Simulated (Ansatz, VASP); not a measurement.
## MnO2: VASP beside Ansatz

Wanted: the spread between two codes on one cell, functional and k mesh. The cell is taken from a series of VASP runs on this material, whose earlier steps may have relaxed, scaled or displaced it; both programs get it as it stands. Other levels of theory on this material are compared in a session of their own. Valence electrons are named where the data sets of a main pair hold unlike numbers.

Program: Ansatz 0.2.0. Level of theory: plane waves, with VASP 6.6.1 beside it; band structure at PBE, DFT+U. Results are calculated unless marked as measured.

In doubt: warnings of the run leave room for a lower electronic state (step 3), so energies may not be the lowest and differences between runs may mislead.

### Step 1. The starting structure

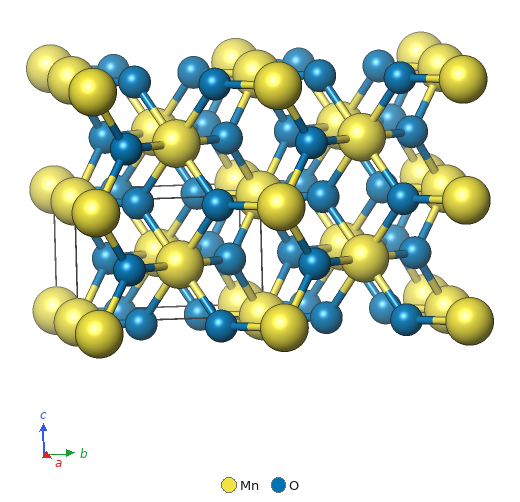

The starting structure, seen slightly off an axis (manganese yellow, oxygen blue). 2×2×2 cells are drawn. Some periodic images of atoms are drawn too.

### Step 2. VASP: band structure, PBE, DFT+U

With cell and atoms fixed, the geometry can't cause a difference; cores, projectors, grids and the points listed under the comparison can.

Lines of VASP's logs that name or quote its potential files are left out, and so is its time.

Contents of INCAR:

```
SYSTEM = MnO2
PREC = Accurate
ENCUT = 520
EDIFF = 1E-06
NELM = 100
ISMEAR = 0
SIGMA = 0.05
LREAL = .FALSE.
ALGO = Normal
GGA = PE
NBANDS = 44
ISPIN = 2
MAGMOM = 2.799 2.799 0.054 0.054 0.054 0.054
LDAU = .TRUE.
LDAUTYPE = 2
LDAUL = 2 -1
LDAUU = 1 0
LDAUJ = 0 0
LDAUPRINT = 1
LASPH = .TRUE.
LMAXMIX = 4
LORBIT = 11
LWAVE = .FALSE.
LCHARG = .FALSE.
KPAR = 2
```

Contents of POSCAR:

```
MnO2
1.0
    4.4515689296      0.0000000000      0.0000000000
    0.0000000000      4.4515689296      0.0000000000
    0.0000000000      0.0000000000      2.8954388431
Mn O
2 4
Direct
    0.5000000000      0.5000000000      0.5000000000
    0.0000000000      0.0000000000      0.0000000000
    0.8055697410      0.1944302590      0.5000000000
    0.6944302590      0.6944302590      0.0000000000
    0.1944302590      0.8055697410      0.5000000000
    0.3055697410      0.3055697410      0.0000000000
```

Contents of KPOINTS:

```
Automatic mesh
0
Gamma
5 5 7
0 0 0
```

Contents of KPOINTS_OPT:

```
Line mode
16
Line-mode
Reciprocal
  0.00000000   0.00000000   0.00000000 GAMMA
  0.00000000   0.50000000   0.00000000 X

  0.00000000   0.50000000   0.00000000 X
  0.50000000   0.50000000   0.00000000 M

  0.50000000   0.50000000   0.00000000 M
  0.00000000   0.00000000   0.00000000 GAMMA

  0.00000000   0.00000000   0.00000000 GAMMA
  0.00000000   0.00000000   0.50000000 Z

  0.00000000   0.00000000   0.50000000 Z
  0.00000000   0.50000000   0.50000000 R

  0.00000000   0.50000000   0.50000000 R
  0.50000000   0.50000000   0.50000000 A

  0.50000000   0.50000000   0.50000000 A
  0.00000000   0.00000000   0.50000000 Z

  0.00000000   0.50000000   0.00000000 X
  0.00000000   0.50000000   0.50000000 R

  0.50000000   0.50000000   0.00000000 M
  0.50000000   0.50000000   0.50000000 A
```

The projector-augmented-wave data sets are Mn_pv and O (PBE family, release 64).

Launch:

```bash
mpirun -np 2 vasp_std
```

Numbers of over 12 decimals in the logs are rounded to 6 here.

Log:

```text
[banner, memory and clock lines left out]
running    2 mpi-ranks, on    1 nodes
 distrk:  each k-point on    1 cores,    2 groups
 distr:  one band on    1 cores,    1 groups

 POSCAR found type information on POSCAR MnO
 POSCAR found :  2 types and       6 ions
 LDA part: xc-table for (Slater+PW92), standard interpolation
 POSCAR, INCAR and KPOINTS ok, starting setup
 FFT: planning ... GRIDC
 FFT: planning ... GRID_SOFT
 FFT: planning ... GRID
 WAVECAR not read
 entering main loop
       N       E                     dE             d eps       ncg     rms          rms(c)
DAV:   1     0.608410650957E+03    0.60841E+03   -0.25929E+04  4288   0.135E+03
DAV:   2    -0.421832470153E+01   -0.61263E+03   -0.55453E+03  4312   0.419E+02
DAV:   3    -0.612593379346E+02   -0.57041E+02   -0.55588E+02  4776   0.139E+02
DAV:   4    -0.622135826747E+02   -0.95424E+00   -0.95213E+00  4728   0.186E+01
DAV:   5    -0.622210875229E+02   -0.75048E-02   -0.75043E-02  4520   0.169E+00    0.424E+01
DAV:   6    -0.565926953396E+02    0.56284E+01   -0.59458E+01  5024   0.817E+01    0.565E+01
DAV:   7    -0.489697530282E+02    0.76229E+01   -0.52889E+01  4492   0.817E+01    0.202E+01
DAV:   8    -0.465253923513E+02    0.24444E+01   -0.36001E+00  4656   0.191E+01    0.754E+00
DAV:   9    -0.462744519718E+02    0.25094E+00   -0.77366E-01  5264   0.857E+00    0.360E+00
DAV:  10    -0.462792423800E+02   -0.47904E-02   -0.18903E-01  4544   0.238E+00    0.164E+00
DAV:  11    -0.462773472467E+02    0.18951E-02   -0.12040E-02  4596   0.907E-01    0.741E-01
DAV:  12    -0.462779963359E+02   -0.64909E-03   -0.15831E-03  4536   0.283E-01    0.241E-01
DAV:  13    -0.462776184044E+02    0.37793E-03   -0.53793E-04  4628   0.287E-01    0.975E-02
DAV:  14    -0.462776338052E+02   -0.15401E-04   -0.19196E-04  4592   0.123E-01    0.273E-02
DAV:  15    -0.462776464798E+02   -0.12675E-04   -0.26711E-05  4476   0.318E-02    0.234E-02
DAV:  16    -0.462776446647E+02    0.18151E-05   -0.59501E-06  4264   0.232E-02    0.115E-02
DAV:  17    -0.462776444780E+02    0.18665E-06   -0.15367E-06  3204   0.148E-02
   1 F= -.46277644E+02 E0= -.46277471E+02  d E =-.347445E-03  mag=     6.0022
 Start KPOINTS_OPT (optional k-point list driver)
k-point batch [1-24\144]
       N       E                     dE             ncg
DAV:   1     0.618990602349E+03   -0.14210E+05     4256
DAV:   2    -0.129590098091E+05   -0.13578E+05     4288
DAV:   3    -0.141584810575E+05   -0.11995E+04     4904
DAV:   4    -0.141806036610E+05   -0.22123E+02     4844
DAV:   5    -0.141808205157E+05   -0.21685E+00     4748
DAV:   6    -0.141808263300E+05   -0.58143E-02     4792
DAV:   7    -0.141808265445E+05   -0.21458E-03     4796
DAV:   8    -0.141808265530E+05   -0.84759E-05     4208
DAV:   9    -0.141808265533E+05   -0.33944E-06     2812
[...]
k-point batch [121-144\144]
       N       E                     dE             ncg
DAV:   1     0.420035123799E+03   -0.41770E+05     4240
DAV:   2    -0.130191768690E+05   -0.13439E+05     4268
DAV:   3    -0.142085722981E+05   -0.11894E+04     4864
DAV:   4    -0.142304375982E+05   -0.21865E+02     4764
DAV:   5    -0.142306425346E+05   -0.20494E+00     4596
DAV:   6    -0.142306476739E+05   -0.51393E-02     4572
DAV:   7    -0.142306478538E+05   -0.17982E-03     4760
DAV:   8    -0.142306478604E+05   -0.66772E-05     3976
DAV:   9    -0.142306478607E+05   -0.25726E-06     2512
```

OUTCAR, selected parts (step 2):

```text
ion  position               nearest neighbor table
   1  0.500  0.500  0.500-   4 1.90   6 1.90   4 1.90   6 1.90   5 1.92   3 1.92
   2  0.000  0.000  0.000-   3 1.90   5 1.90   3 1.90   5 1.90   4 1.92   6 1.92
   3  0.806  0.194  0.500-   2 1.90   2 1.90   1 1.92
   4  0.694  0.694  0.000-   1 1.90   1 1.90   2 1.92
   5  0.194  0.806  0.500-   2 1.90   2 1.90   1 1.92
   6  0.306  0.306  0.000-   1 1.90   1 1.90   2 1.92

  LATTYP: Found a simple tetragonal cell.
 ALAT       =     4.4515689296
 C/A-ratio  =     0.6504310927

 Subroutine GETGRP returns: Found 16 space group operations
 (whereof  8 operations were pure point group operations)

The static configuration has the point symmetry D_2h.
 The point group associated with its full space group is D_4h.

 Found     24 irreducible k-points:

   k-points           NKPTS =     24   k-points in BZ     NKDIM =     24   number of bands    NBANDS=     44

   dimension x,y,z NGX =    36 NGY =   36 NGZ =   24
   dimension x,y,z NGXF=    72 NGYF=   72 NGZF=   48

   ENCUT  =  520.0 eV  38.22 Ry    6.18 a.u.   8.28  8.28  5.38*2*pi/ulx,y,z

   NELECT =      50.0000    total number of electrons

 k-points in reciprocal lattice and weights: Automatic mesh
   0.00000000  0.00000000  0.00000000       0.006
   0.20000000  0.00000000  0.00000000       0.023
   0.40000000  0.00000000  0.00000000       0.023
   0.20000000  0.20000000  0.00000000       0.023
   0.40000000  0.20000000  0.00000000       0.046
   0.40000000  0.40000000  0.00000000       0.023
   0.00000000  0.00000000  0.14285714       0.011
   0.20000000  0.00000000  0.14285714       0.046
   0.40000000  0.00000000  0.14285714       0.046
[...]
0.40000000  0.20000000  0.42857143       0.091
   0.40000000  0.40000000  0.42857143       0.046

atom =   1  type =  1  l = 2

 onsite density matrix

spin component  1

  0.6041  0.0000 -0.1970  0.0000  0.0000
  0.0000  0.7133  0.0000 -0.2385  0.0000
 -0.1970  0.0000  0.8232  0.0000 -0.0000
  0.0000 -0.2385  0.0000  0.7133  0.0000
  0.0000  0.0000 -0.0000  0.0000  0.9634

spin component  2

  0.2524  0.0000  0.1037  0.0000  0.0000
  0.0000  0.2507  0.0000  0.1056  0.0000
  0.1037  0.0000  0.1540  0.0000  0.0000
  0.0000  0.1056  0.0000  0.2507  0.0000
  0.0000  0.0000  0.0000  0.0000  0.1550

 occupancies and eigenvectors

  o =  0.0884  v =  0.0000  0.0000  0.0000  0.0000  0.0000 -0.5344  0.0000  0.8452  0.0000 -0.0000      0.0000  0.0000  0.0000  0.0000  0.0000  0.0000  0.0000  0.0000  0.0000  0.0000
  o =  0.1451  v =  0.0000  0.0000  0.0000  0.0000  0.0000  0.0000  0.7071  0.0000 -0.7071  0.0000      0.0000  0.0000  0.0000  0.0000  0.0000  0.0000  0.0000  0.0000  0.0000  0.0000
  o =  0.1550  v =  0.0000  0.0000  0.0000  0.0000  0.0000 -0.0000 -0.0000  0.0000  0.0000  1.0000      0.0000  0.0000  0.0000  0.0000  0.0000  0.0000  0.0000  0.0000  0.0000  0.0000
  o =  0.3179  v =  0.0000  0.0000  0.0000  0.0000  0.0000 -0.8452  0.0000 -0.5344  0.0000 -0.0000      0.0000  0.0000  0.0000  0.0000  0.0000  0.0000  0.0000  0.0000  0.0000  0.0000
  o =  0.3563  v =  0.0000  0.0000  0.0000  0.0000  0.0000  0.0000 -0.7071  0.0000 -0.7071 -0.0000      0.0000  0.0000  0.0000  0.0000  0.0000  0.0000  0.0000  0.0000  0.0000  0.0000
  o =  0.4748  v =  0.0000  0.7071 -0.0000  0.7071 -0.0000  0.0000  0.0000  0.0000  0.0000  0.0000      0.0000  0.0000  0.0000  0.0000  0.0000  0.0000  0.0000  0.0000  0.0000  0.0000
  o =  0.4883  v = -0.8620  0.0000 -0.5069  0.0000  0.0000  0.0000  0.0000  0.0000  0.0000  0.0000      0.0000  0.0000  0.0000  0.0000  0.0000  0.0000  0.0000  0.0000  0.0000  0.0000
  o =  0.9390  v = -0.5069  0.0000  0.8620  0.0000 -0.0000  0.0000  0.0000  0.0000  0.0000  0.0000      0.0000  0.0000  0.0000  0.0000  0.0000  0.0000  0.0000  0.0000  0.0000  0.0000
  o =  0.9518  v =  0.0000  0.7071 -0.0000 -0.7071 -0.0000  0.0000  0.0000  0.0000  0.0000  0.0000      0.0000  0.0000  0.0000  0.0000  0.0000  0.0000  0.0000  0.0000  0.0000  0.0000
  o =  0.9634  v =  0.0000 -0.0000 -0.0000  0.0000 -1.0000  0.0000  0.0000  0.0000  0.0000  0.0000      0.0000  0.0000  0.0000  0.0000  0.0000  0.0000  0.0000  0.0000  0.0000  0.0000

atom =   2  type =  1  l = 2

 onsite density matrix

spin component  1

  0.6041  0.0000  0.1970  0.0000 -0.0000
  0.0000  0.7133  0.0000  0.2385  0.0000
  0.1970  0.0000  0.8232  0.0000 -0.0000
[...]
o =  0.1451  v =  0.0000  0.0000  0.0000  0.0000  0.0000  0.0000 -0.7071  0.0000 -0.7071  0.0000      0.0000  0.0000  0.0000  0.0000  0.0000  0.0000  0.0000  0.0000  0.0000  0.0000
  o =  0.1550  v =  0.0000  0.0000  0.0000  0.0000  0.0000 -0.0000  0.0000 -0.0000  0.0000  1.0000      0.0000  0.0000  0.0000  0.0000  0.0000  0.0000  0.0000  0.0000  0.0000  0.0000
  o =  0.3179  v =  0.0000  0.0000  0.0000  0.0000  0.0000 -0.8452 -0.0000  0.5344  0.0000 -0.0000      0.0000  0.0000  0.0000  0.0000  0.0000  0.0000  0.0000  0.0000  0.0000  0.0000
  o =  0.3563  v =  0.0000  0.0000  0.0000  0.0000  0.0000  0.0000  0.7071  0.0000 -0.7071 -0.0000      0.0000  0.0000  0.0000  0.0000  0.0000  0.0000  0.0000  0.0000  0.0000  0.0000
  o =  0.4748  v =  0.0000 -0.7071  0.0000  0.7071  0.0000  0.0000  0.0000  0.0000  0.0000  0.0000      0.0000  0.0000  0.0000  0.0000  0.0000  0.0000  0.0000  0.0000  0.0000  0.0000
  o =  0.4883  v = -0.8620  0.0000  0.5069  0.0000 -0.0000  0.0000  0.0000  0.0000  0.0000  0.0000      0.0000  0.0000  0.0000  0.0000  0.0000  0.0000  0.0000  0.0000  0.0000  0.0000
  o =  0.9390  v = -0.5069  0.0000 -0.8620  0.0000  0.0000  0.0000  0.0000  0.0000  0.0000  0.0000      0.0000  0.0000  0.0000  0.0000  0.0000  0.0000  0.0000  0.0000  0.0000  0.0000
  o =  0.9518  v =  0.0000 -0.7071  0.0000 -0.7071  0.0000  0.0000  0.0000  0.0000  0.0000  0.0000      0.0000  0.0000  0.0000  0.0000  0.0000  0.0000  0.0000  0.0000  0.0000  0.0000
  o =  0.9634  v =  0.0000 -0.0000 -0.0000  0.0000 -1.0000  0.0000  0.0000  0.0000  0.0000  0.0000      0.0000  0.0000  0.0000  0.0000  0.0000  0.0000  0.0000  0.0000  0.0000  0.0000

 average (electrostatic) potential at core
       1 -71.1858       2 -71.1858       3 -70.2051       4 -70.2051       5 -70.2051
       6 -70.2051

 E-fermi :   4.7653

 spin component 1
 k-point     1 :       0.0000    0.0000    0.0000
  band No.  band energies     occupation
    ...
     25       3.9139      1.00000
     26       3.9139      1.00000
     27       4.4333      1.00000
     28       4.4606      1.00000
     29       4.6188      0.99998
     30       7.6154      0.00000
     31       7.6154      0.00000
     32       8.2033      0.00000
     33      12.4391      0.00000
     34      15.9181      0.00000
    ...

 k-point     2 :       0.2000    0.0000    0.0000
  band No.  band energies     occupation
    ...
     24       3.4835      1.00000
     25       3.5461      1.00000
     26       3.6928      1.00000
     27       4.3231      1.00000
     28       4.3452      1.00000
     29       5.4128      0.00000
     30       7.5316      0.00000
     31       7.5602      0.00000
     32       8.0349      0.00000
     33      12.9805      0.00000
    ...

 k-point     3 :       0.4000    0.0000    0.0000
  band No.  band energies     occupation
    ...
     24       3.2982      1.00000
     25       3.4438      1.00000
     26       3.5356      1.00000
     27       4.0958      1.00000
     28       4.1517      1.00000
     29       6.5335      0.00000
     30       7.4178      0.00000
     31       7.4481      0.00000
     32       7.4726      0.00000
     33      14.1974      0.00000
    ...

 k-point     4 :       0.2000    0.2000    0.0000
  band No.  band energies     occupation
    ...
     24       3.0386      1.00000
     25       3.5829      1.00000
     26       3.8610      1.00000
     27       4.2251      1.00000
     28       4.5472      1.00000
     29       5.5559      0.00000
     30       7.4327      0.00000
     31       7.6038      0.00000
     32       7.8279      0.00000
     33      13.4770      0.00000
    ...

 k-point     5 :       0.4000    0.2000    0.0000
  band No.  band energies     occupation
    ...
     24       2.9747      1.00000
     25       3.3279      1.00000
     26       3.4005      1.00000
     27       4.3548      1.00000
     28       4.5173      1.00000
     29       6.3154      0.00000
     30       7.2068      0.00000
     31       7.4267      0.00000
     32       7.5335      0.00000
     33      14.5904      0.00000
    ...

 k-point     6 :       0.4000    0.4000    0.0000
  band No.  band energies     occupation
    ...
     24       2.9593      1.00000
     25       2.9697      1.00000
     26       3.1277      1.00000
     27       4.6774      0.99353
     28       4.7291      0.84679
     29       6.1544      0.00000
     30       6.5925      0.00000
     31       7.5239      0.00000
     32       7.5855      0.00000
     33      15.4821      0.00000
    ...

  Total        0.0600229      0.0600229      0.0402505      0.0000000      0.0000000      0.0000000
  in kB        1.6760498      1.6760498      1.1239353      0.0000000      0.0000000      0.0000000
  external PRESSURE =       1.4920116 kB  Pullay stress =       0.0000000 kB

  energy-cutoff  :      520.00
  volume of cell :       57.38
      direct lattice vectors                 reciprocal lattice vectors
     4.451568930  0.000000000  0.000000000     0.224639900  0.000000000  0.000000000
     0.000000000  4.451568930  0.000000000     0.000000000  0.224639900  0.000000000
     0.000000000  0.000000000  2.895438843     0.000000000  0.000000000  0.345370790

 POSITION                                       TOTAL-FORCE (eV/Angst)
 -----------------------------------------------------------------------------------
      2.22578      2.22578      1.44772         0.000000      0.000000      0.000000
      0.00000      0.00000      0.00000         0.000000      0.000000      0.000000
      3.58605      0.86552      1.44772        -0.005533      0.005533      0.000000
      3.09130      3.09130      0.00000         0.005533      0.005533      0.000000
      0.86552      3.58605      1.44772         0.005533     -0.005533     -0.000000
      1.36026      1.36026      0.00000        -0.005533     -0.005533     -0.000000
 -----------------------------------------------------------------------------------
    total drift:                                0.000000      0.000000      0.000000

  FREE ENERGIE OF THE ION-ELECTRON SYSTEM (eV)
  ---------------------------------------------------
  free  energy   TOTEN  =       -46.2776444780 eV

  energy  without entropy=      -46.2772970330  energy(sigma->0) =      -46.27747076

 total charge
# of ion       s       p       d       tot
------------------------------------------
    1        0.342   6.443   4.847  11.633
    2        0.342   6.443   4.847  11.633
    3        1.568   3.454   0.000   5.021
    4        1.568   3.454   0.000   5.021
    5        1.568   3.454   0.000   5.021
    6        1.568   3.454   0.000   5.021
--------------------------------------------------
tot          6.955  26.700   9.695  43.351

 magnetization (x)
# of ion       s       p       d       tot
------------------------------------------
    1        0.018   0.028   2.753   2.799
    2        0.018   0.028   2.753   2.799
    3       -0.000   0.054   0.000   0.054
    4       -0.000   0.054   0.000   0.054
    5       -0.000   0.054   0.000   0.054
    6       -0.000   0.054   0.000   0.054
--------------------------------------------------
tot          0.036   0.271   5.506   5.813

[... 6 further parts left out ...]
```

The magnetic state follows from one typed start and may not be the lowest. Experiment finds antiferromagnetic order in this phase (below 92.7 K, arxiv:2401.02109), so this ferromagnetic run describes another state.

(Part 1 of 2 ends here.)

[Lines on the potential files, build, host, timing and source positions are cut from VASP's logs without a mark.]

[Logs are printed without paths, hosts, clocks, repeated set-up lines and the standing remarks that a program may print on its own settings, such as how far it seeks lower states.]

[Hosts, paths, dates, database ids (printed as entryN), source tags and the programs' standing remarks are cut or masked in the printed files.]
